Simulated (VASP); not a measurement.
Band structure of NaI (rock salt). All values below come from r2SCAN meta-GGA, VASP's PBE PAW potentials (set 64) (plane waves; VASP).

Unless said otherwise, spin-orbit coupling is left out, though it shifts the bands of the heavy elements here.

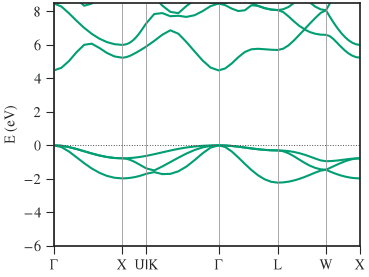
Figure. Bands along high-symmetry lines, zero at the valence-band maximum or, without a gap, the Fermi level

Question: Read the plot: is there a gap, and where are the band edges?

Answer: The gap is direct, 4.48 eV, from the valence maximum at Γ to the conduction minimum at Γ.

Measured: gap 5.90 eV (computed value off by -1.42 eV), as given by Abedi et al., (2022), arXiv:2211.14644.

The compound is NaI in the rock salt structure. It was relaxed first.
